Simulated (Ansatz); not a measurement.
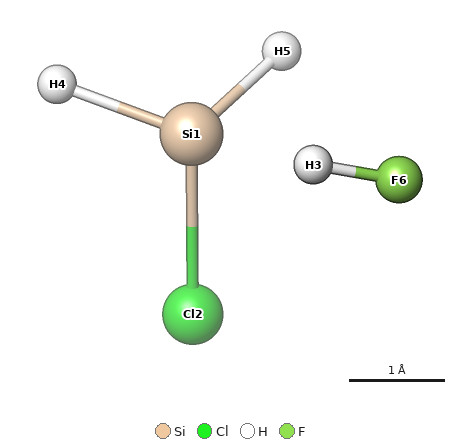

The starting structure (ball-and-stick view, seen at a tilt; atoms are numbered from 1 in the order of the input). Bond lengths as drawn: Cl–Si 2.06 Å, F–H 0.95 Å and H–Si 1.51 Å.

# SiH₃ClF: nudged elastic band

SiH₃ClF, multiplicity 2, computed with UKS LDA/def2-SVP (Ansatz 0.2.0).

One setting was made poor on purpose. It belongs to a series of runs on one base structure; here: band between the two ends. Figures and captions count atoms from 1; the log counts them from 0 in places.

## Output
```
Engine: ansatz 0.2.0, x86_64-unknown-linux-gnu
Functional definition: SPW92
  exchange = slater_x
  correlation = pw_c
713 factors; their error is unknown
mean field evaluation 1: about -23064.8103 eV, gradient 2.2e1 eV
mean field evaluation 2: about -23059.5382 eV, gradient 4.6e1 eV
mean field evaluation 4: about -23066.4747 eV, gradient 9.2e-1 eV
mean field evaluation 8: about -23066.4797 eV, gradient 4.4e-2 eV
mean field evaluation 16: about -23066.4266 eV, gradient 4.5e-5 eV
mean field -23066.42657537 eV, -847.6755416594 hartree, gradient 4.5e-5 eV, S^2 0.750778; 0 other end points of the search recorded, 0 dependent functions left out
the calculation of the forces begins
reference -23066.42660100 eV, -847.6755426013 hartree; 22, 21 occupied and 43, 44 virtual orbitals, 713 factors
713 factors; their error is unknown
mean field evaluation 32: about -23066.9281 eV, gradient 3.5e-5 eV
mean field -23066.92810331 eV, -847.6939724711 hartree, gradient 3.5e-5 eV, S^2 0.751362; 0 other end points of the search recorded, 0 dependent functions left out
[... from here on the field's lines of each further geometry are left out, up to the last ...]
NEB iter   1: max|band force component| = 6.529e0 eV/Å  barrier→ = 3.9349 eV  barrier← = 4.4364 eV  Δτ_max = 0.2000 Å  (440 SCF iters)
NEB iter   2: max|band force component| = 4.142e0 eV/Å  barrier→ = 2.6536 eV  barrier← = 3.1551 eV  Δτ_max = 0.2000 Å  (237 SCF iters)
NEB iter   3: max|band force component| = 2.330e0 eV/Å  barrier→ = 2.3356 eV  barrier← = 2.8371 eV  Δτ_max = 0.2000 Å  (231 SCF iters)
NEB iter   4: max|band force component| = 1.511e0 eV/Å  barrier→ = 2.0857 eV  barrier← = 2.5873 eV  Δτ_max = 0.2000 Å  (223 SCF iters)
NEB iter   5: max|band force component| = 2.705e0 eV/Å  barrier→ = 1.9198 eV  barrier← = 2.4213 eV  Δτ_max = 0.1014 Å  (227 SCF iters)
NEB iter   6: max|band force component| = 7.595e-1 eV/Å  barrier→ = 1.8653 eV  barrier← = 2.3668 eV  Δτ_max = 0.2000 Å  (205 SCF iters)
NEB iter   7: max|band force component| = 9.171e-1 eV/Å  barrier→ = 1.8024 eV  barrier← = 2.3039 eV  Δτ_max = 0.2000 Å  (234 SCF iters)
NEB iter   8: max|band force component| = 2.137e0 eV/Å  barrier→ = 1.7263 eV  barrier← = 2.2278 eV  Δτ_max = 0.1011 Å  (221 SCF iters)
NEB iter   9: max|band force component| = 1.595e0 eV/Å  barrier→ = 1.6875 eV  barrier← = 2.1891 eV  Δτ_max = 0.1008 Å  (207 SCF iters)
NEB iter  10: max|band force component| = 8.257e-1 eV/Å  barrier→ = 1.6525 eV  barrier← = 2.1540 eV  Δτ_max = 0.2000 Å  (210 SCF iters)
NEB iter  11: max|band force component| = 2.253e0 eV/Å  barrier→ = 1.5957 eV  barrier← = 2.0972 eV  Δτ_max = 0.1006 Å  (223 SCF iters)
NEB iter  12: max|band force component| = 1.276e0 eV/Å  barrier→ = 1.6512 eV  barrier← = 2.1528 eV  Δτ_max = 0.1017 Å  (210 SCF iters)
NEB iter  13: max|band force component| = 1.318e0 eV/Å  barrier→ = 1.7721 eV  barrier← = 2.2737 eV  Δτ_max = 0.1005 Å  (208 SCF iters)
NEB iter  14: max|band force component| = 1.762e0 eV/Å  barrier→ = 1.9093 eV  barrier← = 2.4108 eV  Δτ_max = 0.1012 Å  (211 SCF iters)
NEB iter  15: max|band force component| = 2.079e0 eV/Å  barrier→ = 1.9401 eV  barrier← = 2.4416 eV  Δτ_max = 0.1003 Å  (211 SCF iters)
NEB iter  16: max|band force component| = 1.415e0 eV/Å  barrier→ = 1.8013 eV  barrier← = 2.3028 eV  Δτ_max = 0.1004 Å  (212 SCF iters)
NEB iter  17: max|band force component| = 1.813e0 eV/Å  barrier→ = 1.5771 eV  barrier← = 2.0786 eV  Δτ_max = 0.0500 Å  (214 SCF iters)
NEB iter  18: max|band force component| = 1.598e0 eV/Å  barrier→ = 1.4857 eV  barrier← = 1.9872 eV  Δτ_max = 0.1006 Å  (207 SCF iters)
NEB iter  19: max|band force component| = 1.817e0 eV/Å  barrier→ = 1.2716 eV  barrier← = 1.7731 eV  Δτ_max = 0.2000 Å  (210 SCF iters)
NEB iter  20: max|band force component| = 1.691e0 eV/Å  barrier→ = 0.8506 eV  barrier← = 1.3522 eV  Δτ_max = 0.2000 Å  (223 SCF iters)
NEB iter  21: max|band force component| = 4.556e0 eV/Å  barrier→ = 0.7260 eV  barrier← = 1.2276 eV  Δτ_max = 0.0997 Å  (223 SCF iters)
NEB iter  22: max|band force component| = 1.823e0 eV/Å  barrier→ = 0.3581 eV  barrier← = 0.8596 eV  Δτ_max = 0.2000 Å  (201 SCF iters)
NEB iter  23: max|band force component| = 2.000e0 eV/Å  barrier→ = 0.0804 eV  barrier← = 0.5819 eV  Δτ_max = 0.2000 Å  (214 SCF iters)
NEB iter  24: max|band force component| = 1.332e0 eV/Å  barrier→ = 0.1623 eV  barrier← = 0.6638 eV  Δτ_max = 0.1997 Å  (203 SCF iters)
NEB iter  25: max|band force component| = 8.759e-1 eV/Å  barrier→ = 0.1873 eV  barrier← = 0.6888 eV  Δτ_max = 0.2000 Å  (199 SCF iters)
NEB iter  26: max|band force component| = 1.082e0 eV/Å  barrier→ = 0.2479 eV  barrier← = 0.7494 eV  Δτ_max = 0.1009 Å  (205 SCF iters)
NEB iter  27: max|band force component| = 9.395e-1 eV/Å  barrier→ = 0.2661 eV  barrier← = 0.7676 eV  Δτ_max = 0.1022 Å  (192 SCF iters)
NEB iter  28: max|band force component| = 8.888e-1 eV/Å  barrier→ = 0.3131 eV  barrier← = 0.8146 eV  Δτ_max = 0.1027 Å  (194 SCF iters)
NEB iter  29: max|band force component| = 1.250e0 eV/Å  barrier→ = 0.3539 eV  barrier← = 0.8555 eV  Δτ_max = 0.2000 Å  (195 SCF iters)
NEB iter  30: max|band force component| = 1.805e0 eV/Å  barrier→ = 0.4891 eV  barrier← = 0.9906 eV  Δτ_max = 0.2000 Å  (212 SCF iters)
NEB iter  31: max|band force component| = 2.178e0 eV/Å  barrier→ = 0.5830 eV  barrier← = 1.0845 eV  Δτ_max = 0.2000 Å  (210 SCF iters)
NEB iter  32: max|band force component| = 2.113e0 eV/Å  barrier→ = 0.5106 eV  barrier← = 1.0121 eV  Δτ_max = 0.2000 Å  (201 SCF iters)
NEB iter  33: max|band force component| = 2.236e0 eV/Å  barrier→ = 0.3480 eV  barrier← = 0.8495 eV  Δτ_max = 0.1991 Å  (188 SCF iters)
NEB iter  34: max|band force component| = 1.725e0 eV/Å  barrier→ = 0.2809 eV  barrier← = 0.7825 eV  Δτ_max = 0.2000 Å  (196 SCF iters)
NEB iter  35: max|band force component| = 9.934e-1 eV/Å  barrier→ = 0.2202 eV  barrier← = 0.7217 eV  Δτ_max = 0.2000 Å  (195 SCF iters)
NEB iter  36: max|band force component| = 9.070e-1 eV/Å  barrier→ = 0.1556 eV  barrier← = 0.6571 eV  Δτ_max = 0.2000 Å  (195 SCF iters)
NEB iter  37: max|band force component| = 8.248e-1 eV/Å  barrier→ = 0.0745 eV  barrier← = 0.5760 eV  Δτ_max = 0.2000 Å  (204 SCF iters)
NEB iter  38: max|band force component| = 7.470e-1 eV/Å  barrier→ = 0.0152 eV  barrier← = 0.5168 eV  Δτ_max = 0.2000 Å  (196 SCF iters)
NEB iter  39: max|band force component| = 5.577e-1 eV/Å  barrier→ = 0.0320 eV  barrier← = 0.5336 eV  Δτ_max = 0.2000 Å  (193 SCF iters)
the calculation of the forces begins
reference -23066.85502233 eV, -847.6912867948 hartree; 22, 21 occupied and 43, 44 virtual orbitals, 713 factors
713 factors; their error is unknown
mean field evaluation 2304: about -23066.4050 eV, gradient 9.3e-2 eV
mean field -23066.40501805 eV, -847.6747494423 hartree, gradient 8.7e-6 eV, S^2 0.752122; 1 other end points of the search recorded, 0 dependent functions left out
the calculation of the forces begins
reference -23066.40504396 eV, -847.6747503948 hartree; 22, 21 occupied and 43, 44 virtual orbitals, 713 factors
NEB iter  40: max|band force component| = 4.987e-1 eV/Å  barrier→ = 0.0216 eV  barrier← = 0.5231 eV  CI = image 1  Δτ_max = 0.0000 Å  (373 SCF iters)
```

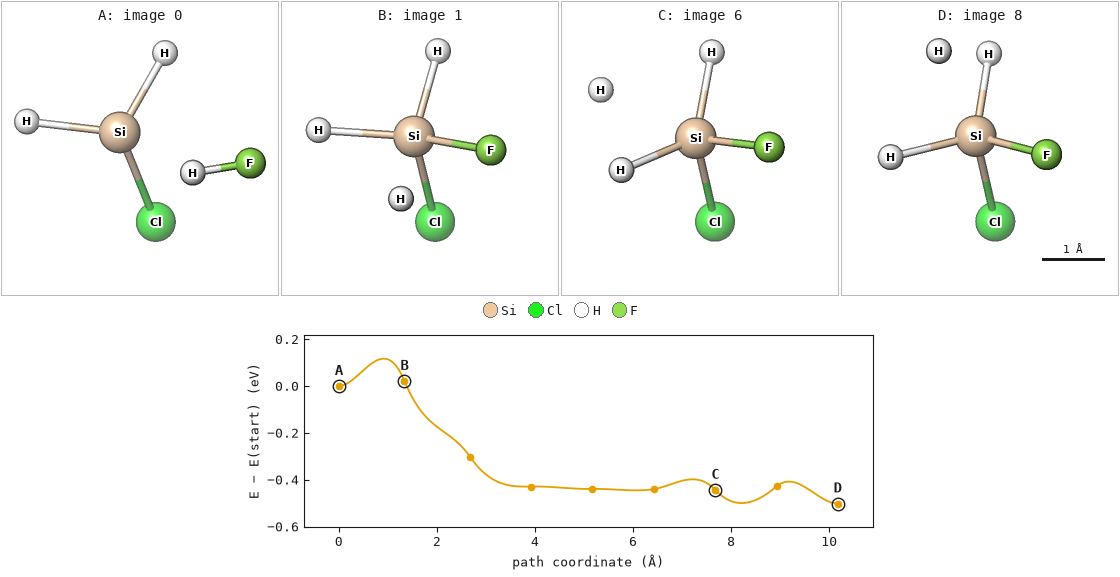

Images of the last band (counted from 0; ball-and-stick, seen at a tilt) above the energy along the path; the line is a cubic interpolation that uses the forces. The highest image is number 1, 0.022 eV above the start and 0.523 eV above the end (the climbing image); the end lies 0.502 eV below the start. A further maximum stands at image 7, −0.428 eV from the start, so the path isn't one elementary step. The path is 10.17 Å long. The band converged in 40 iterations.

```
Total energy: -23066.40504396 eV, -847.6747503948 hartree
Atom 0 at    -0.026996    -0.157251     0.692208 Å, force     0.040624    -0.208131     0.310318 eV/Å
Atom 1 at    -1.954228     0.160318     1.316881 Å, force     0.050781    -0.020329     0.067349 eV/Å
Atom 2 at     0.863929     1.198216     1.418768 Å, force    -0.138369     0.450693    -0.363989 eV/Å
Atom 3 at     0.053319     0.674042    -0.604293 Å, force     0.337355     0.110967     0.397109 eV/Å
Atom 4 at     0.146721    -1.550510     0.168025 Å, force    -0.033540    -0.083228     0.054505 eV/Å
Atom 5 at     0.918654    -0.324815     2.109811 Å, force    -0.256851    -0.249971    -0.465291 eV/Å
Dipole moment:     0.132038     0.087159    -0.220917 e Å
this run last wrote the band of iteration 40 to [file]
```

## The last band as extended XYZ (Å, eV, eV/Å)
```
6
Properties=species:S:1:pos:R:3:forces:R:3 image=0 energy=-23066.42658
Si   -0.2387    0.1827    0.3038   -0.0138  -0.0266  -0.0043
Cl   -1.9808    0.1501    1.3934    0.0015  -0.0013   0.0109
H     1.2817    0.2732    1.9843    0.0000  -0.0030   0.0064
H    -0.4207    1.1546   -0.8378    0.0060   0.0232  -0.0210
H     0.0657   -1.2043   -0.1954    0.0068   0.0069   0.0136
F     1.2943   -0.5563    2.4531   -0.0005   0.0007  -0.0056
6
Properties=species:S:1:pos:R:3:forces:R:3 image=1 energy=-23066.40502
Si   -0.0270   -0.1573    0.6922    0.0406  -0.2081   0.3103
Cl   -1.9542    0.1603    1.3169    0.0508  -0.0203   0.0673
H     0.8639    1.1982    1.4188   -0.1384   0.4507  -0.3640
H     0.0533    0.6740   -0.6043    0.3374   0.1110   0.3971
H     0.1467   -1.5505    0.1680   -0.0335  -0.0832   0.0545
F     0.9187   -0.3248    2.1098   -0.2569  -0.2500  -0.4653
6
Properties=species:S:1:pos:R:3:forces:R:3 image=2 energy=-23066.72942
Si   -0.1231   -0.1323    0.7757    0.0728  -0.1709   0.1997
Cl   -2.1609   -0.2000    1.0097   -0.1497  -0.0859  -0.0443
H     1.4896    0.7409    0.9250    0.3173   0.0534  -0.3775
H     0.0212    0.8532   -0.3614    0.0605   0.1609   0.1007
H     0.4248   -1.4805    0.4419   -0.0358  -0.0296  -0.0648
F     0.3498    0.2186    2.3104   -0.2651   0.0721   0.1862
6
Properties=species:S:1:pos:R:3:forces:R:3 image=3 energy=-23066.85549
Si   -0.3501   -0.2676    0.6592   -0.0042  -0.0113  -0.0162
Cl   -2.3715   -0.3526    0.9476    0.0170   0.0133   0.0017
H     2.2714    1.3236    1.5016   -0.0113   0.0006  -0.0149
H    -0.0232    0.8989   -0.2194   -0.0026  -0.0009  -0.0228
H     0.1136   -1.5873    0.1239    0.0076   0.0299   0.0120
F     0.3612   -0.0150    2.0884   -0.0065  -0.0316   0.0403
6
Properties=species:S:1:pos:R:3:forces:R:3 image=4 energy=-23066.86568
Si   -0.3378   -0.3021    0.7064    0.1037  -0.0600   0.1143
Cl   -1.9734    0.5078    1.6247    0.0159  -0.0040  -0.0074
H     2.0056    1.3243    1.1052    0.0044   0.0016  -0.0024
H     0.3005    0.7351   -0.1684   -0.0181  -0.0022  -0.0084
H    -0.7400   -1.5558   -0.0054   -0.0055   0.0200  -0.0172
F     0.7466   -0.7094    1.8388   -0.1004   0.0446  -0.0790
6
Properties=species:S:1:pos:R:3:forces:R:3 image=5 energy=-23066.86666
Si   -0.0556   -0.3623    0.6672    0.0580   0.1003  -0.0283
Cl   -1.7126    0.4047    1.5827   -0.0961  -0.0279   0.0441
H     0.6548    1.6552    1.4062    0.0061   0.0653   0.0400
H     0.5133    0.6764   -0.2467    0.0856   0.0528  -0.0802
H    -0.4346   -1.5941   -0.0865   -0.0629  -0.1266   0.0272
F     1.0361   -0.7798    1.7786    0.0094  -0.0638  -0.0028
6
Properties=species:S:1:pos:R:3:forces:R:3 image=6 energy=-23066.87020
Si    0.0778   -0.1207    1.0064    0.0696   0.0641   0.2291
Cl   -1.8060    0.3837    1.6201   -0.0547  -0.0426  -0.0361
H     0.8849    1.1584    1.0722    0.1105  -0.0850  -0.1391
H     0.0834    0.7120   -0.6230   -0.1100   0.0524   0.0357
H    -0.0351   -1.1107   -0.1275    0.0763  -0.0115  -0.0837
F     0.7964   -1.0226    2.1532   -0.0917   0.0225  -0.0058
6
Properties=species:S:1:pos:R:3:forces:R:3 image=7 energy=-23066.85500
Si    0.1052   -0.1776    0.9077    0.0351  -0.1221   0.0295
Cl   -1.8996    0.2777    1.2853   -0.0638   0.0527   0.0534
H     1.3134    0.7518    0.6401   -0.0074   0.1098   0.0829
H    -0.2331    1.1495   -0.0937    0.0395  -0.0624  -0.1181
H     0.1739   -1.3367   -0.0337   -0.0336   0.0464  -0.0076
F     0.5416   -0.6647    2.3956    0.0303  -0.0244  -0.0401
6
Properties=species:S:1:pos:R:3:forces:R:3 image=8 energy=-23066.92810
Si   -0.1494   -0.0084    0.8976    0.0005   0.0002  -0.0068
Cl   -2.2013   -0.1141    1.0957   -0.0152  -0.0008   0.0020
H     1.6278    0.0921    0.3169   -0.0041  -0.0002  -0.0006
H     0.0844    1.3181    0.2209    0.0071  -0.0066   0.0000
H     0.2125   -1.2746    0.1641    0.0064   0.0072   0.0004
F     0.4275   -0.0130    2.4062    0.0053   0.0001   0.0050
```

The run was set up as follows.

## The input
```yaml
crystal:
  periodic: [false, false, false]
  atoms:
    - { symbol: Si, position_ang: [-0.238743, 0.18268, 0.303767] }
    - { symbol: Cl, position_ang: [-1.980829, 0.15012, 1.393399] }
    - { symbol: H, position_ang: [1.281675, 0.273204, 1.984333] }
    - { symbol: H, position_ang: [-0.420743, 1.154578, -0.837779] }
    - { symbol: H, position_ang: [0.06571, -1.204273, -0.195383] }
    - { symbol: F, position_ang: [1.29433, -0.556309, 2.453063] }
magnetization:
  spin_polarized: true
  initial_magnetization: 1
basis:
  gaussian: { orbitals: def2-SVP }
hamiltonian:
  xc: lda
neb:
  order_check: false
  images: 7
  f_tol: 0.5
  max_iterations: 60
  final_atoms:
    - { symbol: Si, position_ang: [-0.14941794, -0.00842828, 0.89762698] }
    - { symbol: Cl, position_ang: [-2.20134945, -0.11408167, 1.09567431] }
    - { symbol: H, position_ang: [1.6277581, 0.09205524, 0.3168502] }
    - { symbol: H, position_ang: [0.08444255, 1.31810197, 0.22094341] }
    - { symbol: H, position_ang: [0.21245133, -1.27461095, 0.16406991] }
    - { symbol: F, position_ang: [0.42751541, -0.01303631, 2.4062352] }
  initial_path:
    images:
      - { positions_ang: [[-0.238743, 0.18268, 0.303767], [-1.980829, 0.15012, 1.393399], [1.281675, 0.273204, 1.984333], [-0.420743, 1.154578, -0.837779], [0.06571, -1.204273, -0.195383], [1.29433, -0.556309, 2.453063]] }
      - { positions_ang: [[-0.118531, 0.18087355, 0.24138441], [-1.59450537, 0.03362164, 1.6155982], [1.36451449, 0.3743787, 1.5039079], [-0.47645663, 1.1628318, -0.75616582], [0.09263974, -1.16260749, -0.33492367], [0.73373877, -0.5890982, 2.83159898]] }
      - { positions_ang: [[0.00168099, 0.17906709, 0.17900183], [-1.20818174, -0.08287673, 1.8377974], [1.44735399, 0.47555341, 1.0234828], [-0.53217025, 1.17108559, -0.67455264], [0.11956947, -1.12094197, -0.47446434], [0.17314754, -0.62188739, 3.21013495]] }
      - { positions_ang: [[0.12189299, 0.17726064, 0.11661924], [-0.82185811, -0.19937509, 2.05999659], [1.53019348, 0.57672811, 0.5430577], [-0.58788388, 1.17933939, -0.59293946], [0.14649921, -1.07927646, -0.614005], [-0.38744369, -0.65467659, 3.58867093]] }
      - { positions_ang: [[0.24210499, 0.17545418, 0.05423666], [-0.43553448, -0.31587345, 2.28219579], [1.61303298, 0.67790282, 0.0626326], [-0.64359751, 1.18759318, -0.51132628], [0.17342894, -1.03761094, -0.75354567], [-0.94803492, -0.68746578, 3.9672069]] }
      - { positions_ang: [[0.14422425, 0.12948357, 0.26508424], [-0.87698822, -0.26542551, 1.98556542], [1.61671426, 0.53144092, 0.126187], [-0.46158749, 1.22022038, -0.32825885], [0.18318454, -1.09686094, -0.52414178], [-0.60414734, -0.51885842, 3.57696397]] }
      - { positions_ang: [[0.04634352, 0.08351295, 0.47593182], [-1.31844197, -0.21497756, 1.68893505], [1.62039554, 0.38497903, 0.1897414], [-0.27957748, 1.25284757, -0.14519143], [0.19294014, -1.15611094, -0.29473788], [-0.26025976, -0.35025105, 3.18672105]] }
      - { positions_ang: [[-0.05153721, 0.03754233, 0.6867794], [-1.75989571, -0.16452961, 1.39230468], [1.62407682, 0.23851714, 0.2532958], [-0.09756746, 1.28547477, 0.03787599], [0.20269573, -1.21536095, -0.06533398], [0.08362783, -0.18164368, 2.79647812]] }
      - { positions_ang: [[-0.14941794, -0.00842828, 0.89762698], [-2.20134945, -0.11408167, 1.09567431], [1.6277581, 0.09205524, 0.3168502], [0.08444255, 1.31810197, 0.22094341], [0.21245133, -1.27461095, 0.16406991], [0.42751541, -0.01303631, 2.4062352]] }
```

Command:
```bash
ansatz run input.yaml --threads 1 --pin off --max-ram 2048MiB --backend cpu --events-out ev --progress --plain --runs-dir out
```

## Key numbers

- outcome: converged
- barrier, forward: 0.022 eV
- barrier, backward: 0.523 eV
- hardware: 1 thread of AMD EPYC (Zen 3), 32 GiB of memory available, shared host
- wall time: 5.1 min
- peak memory: 0.15 GiB

## Notes

A deliberately poor setting: loose force. The order of the saddle point was not checked.
